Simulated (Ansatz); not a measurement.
```
atom    x (Å)    y (Å)    z (Å)
   C  -0.8371   1.1754   0.0609
   C   0.3426   0.5695  -0.0650
  Ga   0.4817  -1.3602  -0.0076
   F   2.1105  -2.0061  -0.1996
   H  -1.7621   0.6205   0.2001
   H  -0.9411   2.2578   0.0316
   H   1.2323   1.1796  -0.2023
   H  -0.6269  -2.4367   0.1820
```

Geometry: PBE0-D4/def2-TZVP.

These are results of isolated molecule in a Gaussian basis; Kohn-Sham density functional theory, functional HSE06 in Ansatz, not measurements.

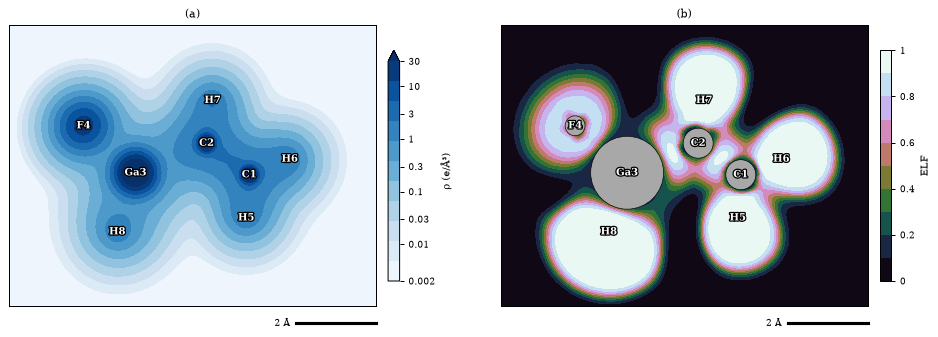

C2H4FGa (SMILES C=[CH][GaH][F]). (a) total electron density; (b) electron localisation function on the molecular plane. Grey discs cover the atomic cores in the ELF map.

Describe what can be read from this map.

Atoms in the plane: C, Ga, F and H.
C–C (1.33 Å): ρ is about 2.3 e/Å³ halfway; the ELF peaks at about 0.95 between the atoms: a multiple bond.
Ga–F (1.76 Å): ρ at the midpoint is about 0.79 e/Å³; the ELF peaks at about 0.80 in the valence shell of F, 0.5 Å from its nucleus, and is about 0.15 at the midpoint.
C–Ga (1.94 Å): ρ is about 0.8 e/Å³ halfway; the ELF peaks at about 0.95 in the valence shell of C, 0.7 Å from its nucleus, and is about 0.45 at the midpoint.
C–H (1.09 Å): the density is about 1.9 e/Å³ at the midpoint; the ELF climbs to about 1 towards the hydrogen, as it does in any bond to H; a covalent bond by its length.
Ga–H (1.56 Å): ρ is about 1 e/Å³ halfway; the ELF climbs to about 1 towards the hydrogen.
The ELF also peaks beside F4, away from the bonds: lone-pair regions.
